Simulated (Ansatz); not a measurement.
**CH₅GeN (SMILES [CH2]1[NH][GeH2]1): single points off equilibrium**

How do the functionals fare away from a minimum? The structure is a structure displaced at random from a GFN2-xTB minimum.

Program: Ansatz 0.2.0, Gaussian basis. Level of theory: single points in def2-TZVPP. These are calculated values, not measurements.

Cores are frozen in the correlated methods. Filled d shells of the heavier atoms are correlated.

## (1) Where the work starts

SMILES `[CH2]1[NH][GeH2]1`, 8 atoms, charge 0, spin multiplicity 1.

Atoms are counted from 1 here; the program's logs count them from 0.

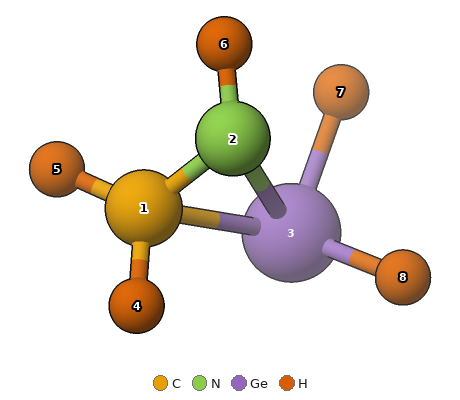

Start geometry, drawn with carbon amber, nitrogen green, germanium purple, hydrogen orange; atoms are numbered from 1 in the order of the file.

Coordinates:

| atom | x (Å) | y (Å) | z (Å) |
| --- | --- | --- | --- |
| C1 | -0.6797 | 0.5578 | -0.4516 |
| N2 | -0.1903 | 0.5634 | 0.7615 |
| Ge3 | 0.5657 | -1.1479 | -0.4600 |
| H4 | -1.6413 | 0.0554 | -0.6077 |
| H5 | -0.4613 | 1.3365 | -1.1632 |
| H6 | 0.5813 | 1.2174 | 0.9164 |
| H7 | 1.8587 | -0.5881 | 0.2843 |
| H8 | 0.0291 | -1.9572 | 0.7861 |

## (2) CCSD(T)/def2-TZVPP

Contents of run/in.yaml:

```yaml
crystal:
  periodic: [false, false, false]
  atoms:
    - {symbol: C, position_ang: [-0.679700, 0.557800, -0.451600]}
    - {symbol: N, position_ang: [-0.190300, 0.563400, 0.761500]}
    - {symbol: Ge, position_ang: [0.565700, -1.147900, -0.460000]}
    - {symbol: H, position_ang: [-1.641300, 0.055400, -0.607700]}
    - {symbol: H, position_ang: [-0.461300, 1.336500, -1.163200]}
    - {symbol: H, position_ang: [0.581300, 1.217400, 0.916400]}
    - {symbol: H, position_ang: [1.858700, -0.588100, 0.284300]}
    - {symbol: H, position_ang: [0.029100, -1.957200, 0.786100]}
basis:
  gaussian: {orbitals: def2-TZVPP}
correlation: {method: ccsd_t}
output: {forces: true}
```

No record of the launch command was kept for these runs.

## (3) PBE0-D4/def2-TZVPP

run/in.yaml: that of step 2 with these lines changed.

```diff
@@ -13,3 +13,3 @@
   gaussian: {orbitals: def2-TZVPP}
-correlation: {method: ccsd_t}
-output: {forces: true}
+hamiltonian: {xc: pbe0, dispersion: d4}
+output: {forces: true, orbitals: {seedname: orbitals}}
```

## (4) wB97M-V/def2-TZVPP

run/in.yaml: that of step 3 with these lines changed.

```diff
@@ -13,3 +13,3 @@
   gaussian: {orbitals: def2-TZVPP}
-hamiltonian: {xc: pbe0, dispersion: d4}
-output: {forces: true, orbitals: {seedname: orbitals}}
+hamiltonian: {xc: {name: wB97M-V}}
+output: {forces: true}
```

## (5) r2SCAN-D4/def2-TZVPP

run/in.yaml: that of step 4 with these lines changed.

```diff
@@ -13,3 +13,3 @@
   gaussian: {orbitals: def2-TZVPP}
-hamiltonian: {xc: {name: wB97M-V}}
+hamiltonian: {xc: r2scan, dispersion: d4}
 output: {forces: true}
```

## (6) PBE-D4/def2-TZVPP

run/in.yaml: that of step 5 with these lines changed.

```diff
@@ -13,3 +13,3 @@
   gaussian: {orbitals: def2-TZVPP}
-hamiltonian: {xc: r2scan, dispersion: d4}
+hamiltonian: {xc: pbe, dispersion: d4}
 output: {forces: true}
```

## (7) B97M-V/def2-TZVPP

run/in.yaml: that of step 6 with these lines changed.

```diff
@@ -13,3 +13,3 @@
   gaussian: {orbitals: def2-TZVPP}
-hamiltonian: {xc: pbe, dispersion: d4}
+hamiltonian: {xc: {name: B97M-V}}
 output: {forces: true}
```

## (8) r2SCAN0-D4/def2-TZVPP

run/in.yaml: that of step 7 with these lines changed.

```diff
@@ -13,3 +13,3 @@
   gaussian: {orbitals: def2-TZVPP}
-hamiltonian: {xc: {name: B97M-V}}
+hamiltonian: {xc: {name: r2SCAN0}, dispersion: d4}
 output: {forces: true}
```

(Steps that only read results are left out.)

**Question.** What will these runs give? Wanted: energy less free atoms, CCSD(T)/def2-TZVPP; RMS force component; RMS force error; HOMO and LUMO, PBE0-D4; T1 diagnostic.

**Answer**, as computed:

| quantity | value |
| --- | --- |
| energy less free atoms, CCSD(T)/def2-TZVPP | -2415.8 kJ/mol |
| RMS force component | 0.475 to 0.670 eV/Å over the methods |
| RMS force error | PBE0-D4 0.240, wB97M-V 0.297, r2SCAN-D4 0.149, PBE-D4 0.198, B97M-V 0.209, r2SCAN0-D4 0.299 eV/Å |
| HOMO and LUMO, PBE0-D4 | -6.61 and -1.72 eV |
| T1 diagnostic | 0.017 |

Against CCSD(T) the functionals' energies less atoms differ by -140.4 to -18.3 kJ/mol, PBE-D4 by -140.4 kJ/mol. The reference is not at the basis limit: in triple zeta CCSD(T) underbinds, which counts against methods that bind more; the gaps are no ranking. On forces the order runs from r2SCAN-D4 to r2SCAN0-D4. The restricted Hartree–Fock reference is unstable towards an unrestricted one at one or more of these structures.
